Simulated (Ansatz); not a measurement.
# C2HF3S (SMILES FC(F)(F)C=S): what the fields show

```xyz
7

C     1.2898    0.9920   -0.0865
C     1.6526   -0.3729   -0.6311
F     2.3756    1.7701   -0.0892
F     0.3825    1.5587   -0.8865
F     0.8029    0.9576    1.1399
S     1.4866   -1.7528    0.1635
H     2.0524   -0.3124   -1.6562
```

Geometry: PBE0-D3(BJ)/def2-SVP.

These are results of Ansatz, isolated molecule in a Gaussian basis; Kohn-Sham density functional theory, functional PBE0, not measurements.

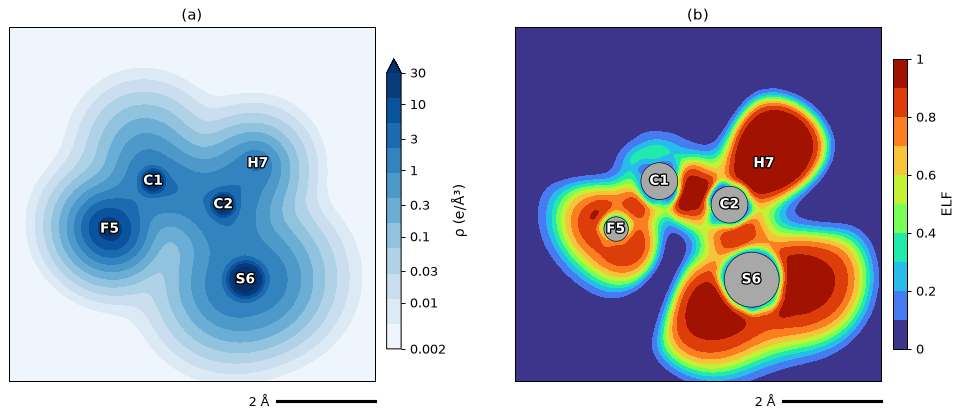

Figure 1. (a) electron density; (b) electron localisation function on the plane of atoms S6, C2 and H7. Grey discs cover the atomic cores in the ELF map.

Read the bonding off the picture.

Answer. The plane passes through C, F, S and H nuclei. C–F (1.32 Å): ρ is about 2.5 e/Å³ halfway; the ELF peaks at about 0.85 between the atoms, as expected for a shared but strongly polarised pair. C–C (1.51 Å): ρ is about 1.8 e/Å³ halfway; the ELF peaks at about 1 between the atoms: a covalent bond. C–S (1.60 Å): ρ is about 1.7 e/Å³ halfway; the ELF peaks at about 0.90 between the atoms: a covalent bond. C–H (1.10 Å): ρ is about 2.1 e/Å³ halfway; the ELF climbs to about 1 towards the hydrogen, as it does in any bond to H: an ordinary covalent bond to hydrogen. The ELF also peaks beside S6 and F5, away from the bonds: lone-pair regions.

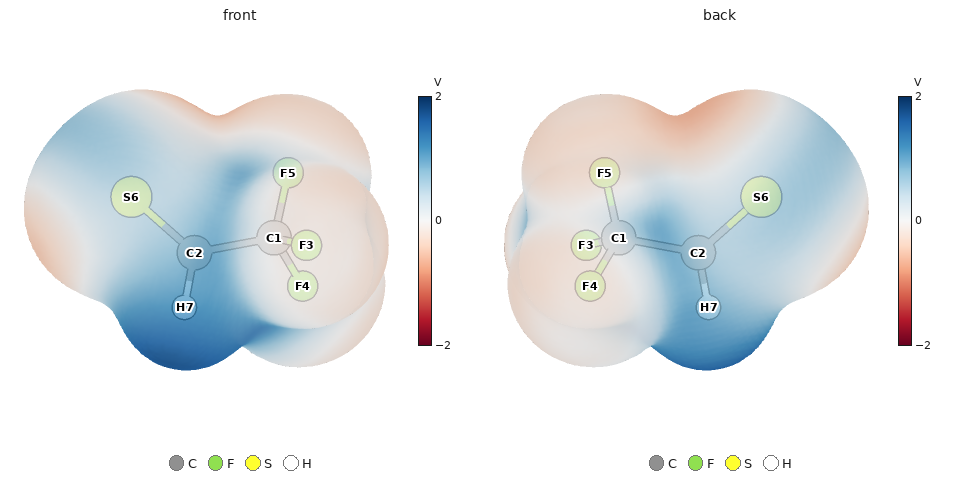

Figure 2. The molecular electrostatic potential painted on the density surface at 0.002 e/bohr³, seen from the front and from behind; the colour scale runs from red (negative) to blue (positive).

Describe the electrostatic potential map.

Answer. The most negative region (about −0.7 V) lies over F5 and S6, the most positive (about +1.7 V) over H7.

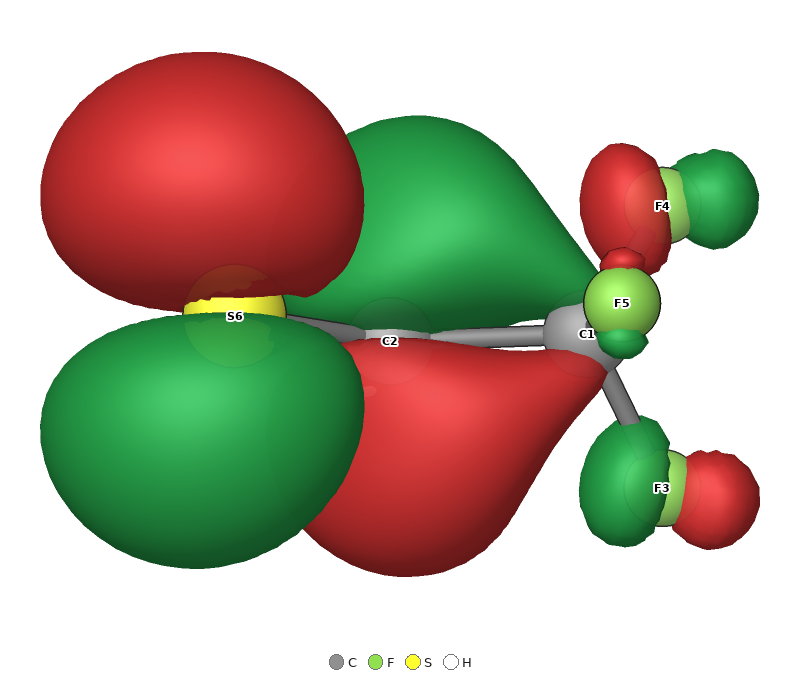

Figure 3. The LUMO at ±0.08 Å⁻³ᐟ² (green and red are the two phases), seen from one side.

Describe this orbital and give its energy.

Answer. It lies mainly on S6 (about 50 %) and C2 (about 35 %); π-antibonding (π*) across S6–C2. Its energy is −3.35 eV.
